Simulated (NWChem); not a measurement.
# SF2 (sulfur difluoride): MP2/def2-TZVP

What is the vertical singlet–triplet gap of SF2 (sulfur difluoride) at MP2/def2-TZVP? 

Program for the calculation: NWChem 7.3.0.

3 further runs of the same task are left out: 3 set aside as unsound or not needed.

### 1 Starting point

SF2 has 3 atoms, charge 0, and is taken as a singlet. As SMILES, `FSF`. The coordinates come from a PBE0-D4/def2-TZVP relaxation.

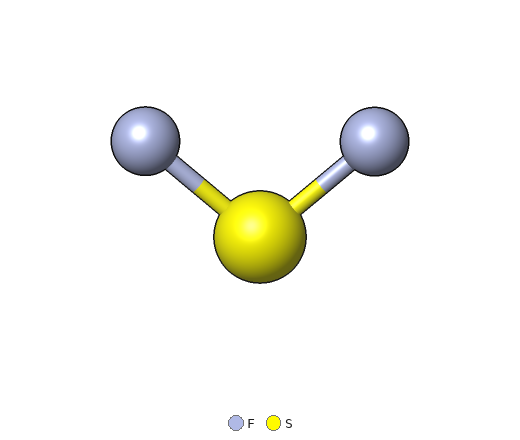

The structure, seen from a chosen angle (fluorine light blue, sulfur yellow).

### 2 Energy and forces at MP2/def2-TZVP

f2s.nw

```
start f2s
title "sulfur difluoride"
memory total 2200 mb
charge 0

geometry units angstroms noautosym nocenter noautoz
   F     0.440140    1.116450    0.365400
   S    -0.601990    0.126530   -0.315250
   F     0.161840   -1.242970   -0.050150
end

basis spherical bse
   * library def2-TZVP
end

scf
   thresh 1e-08
   maxiter 80
   noprint "final vectors analysis"
end

mp2
   freeze core 7
   tight
end

task mp2 gradient
```

On the command line:

```
$ nwchem f2s.nw > f2s.out
```

The program printed:

```text
[...]
  functions       =    99
[...]
  wavefunction    = RHF
[...]
         Total SCF energy =   -596.449619784298
      One-electron energy =  -1053.708411161734
      Two-electron energy =    343.657642101285
 Nuclear repulsion energy =    113.601149276152
        Time for solution =     13.5s
[...]
          Total MP2 energy          -597.117060704142
[...]
                         mp2 ENERGY GRADIENTS
    atom               coordinates                        gradient
                 x          y          z           x          y          z
   1 F       0.831744   2.109785   0.690506   -0.001739  -0.001603  -0.001130
   2 S      -1.137596   0.239107  -0.595736    0.003025  -0.000638   0.001584
   3 F       0.305833  -2.348873  -0.094770   -0.001287   0.002242  -0.000454
[...]
```

It took 35 s on 1 thread of Intel Xeon Platinum 8488C (Sapphire Rapids), shared host; peak memory 0.31 GiB.

### 3 The triplet: a single-point energy at UMP2/def2-TZVP

m1.nw

```
start m1
memory stack 880 mb heap 220 mb global 1100 mb

geometry units angstrom noautosym nocenter noautoz
  F      0.440140     1.116450     0.365400
  S     -0.601990     0.126530    -0.315250
  F      0.161840    -1.242970    -0.050150
end

basis "ao basis" spherical bse
  * library def2-TZVP
end

scf
  nopen 2
  uhf
  thresh 1e-08
  maxiter 80
  noprint "final vectors analysis"
end

mp2
  freeze core 7
  tight
end

task mp2
```

On the command line:

```
$ nwchem m1.nw > m1.out
```

The program printed:

```text
[...]
  functions       =    99
[...]
  wavefunction    = UHF
[...]
         Total SCF energy =   -596.358148237322
      One electron energy =  -1053.404072706221
      Two electron energy =    343.444775192747
 Nuclear repulsion energy =    113.601149276152
                       Sz =      1.0000
                 Sz(Sz+1) =      2.0000
                      S^2 =      2.0308
[...]
          Total MP2 energy          -597.016065741603
[...]
```

Run time: 30 s. Hardware: 1 thread of Intel Xeon Platinum 8488C (Sapphire Rapids), shared host; peak memory 0.27 GiB.

### 4 Outcome

Level: MP2/def2-TZVP, 7 core orbitals frozen.

| quantity | value |
| --- | --- |
| singlet: total energy | -597.11706 Eh |
| singlet: dipole moment (of the density that the program reports) | 1.14 D |
| singlet: correlation energy (7 core orbitals frozen) | -667.4 mEh |
| singlet: largest force on an atom | 0.179 eV/Å |
| triplet: total energy | -597.01607 Eh |
| triplet: correlation energy (7 core orbitals frozen) | -657.9 mEh |
| triplet: ⟨S²⟩ of the reference determinant | 2.031 |
| vertical energy of the triplet above the singlet | 2.748 eV |

At this shape the triplet lies 2.75 eV (63 kcal/mol) above the singlet. Mulliken charges (triplet) run from -0.26 on F1 to +0.52 on S2; they depend strongly on the basis.
